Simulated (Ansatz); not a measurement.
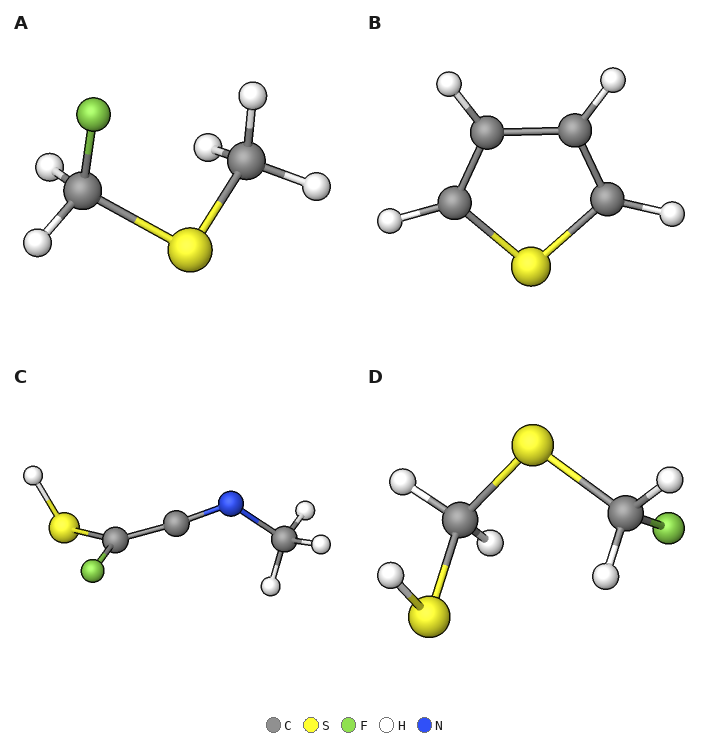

The picture comes from a calculation with Ansatz.

> Which panel belongs to which SMILES?
(1) FCSCS
(2) CN=C=C(F)S
(3) c1ccsc1
(4) CSCF

A is (4), B is (3), C is (2), D is (1).
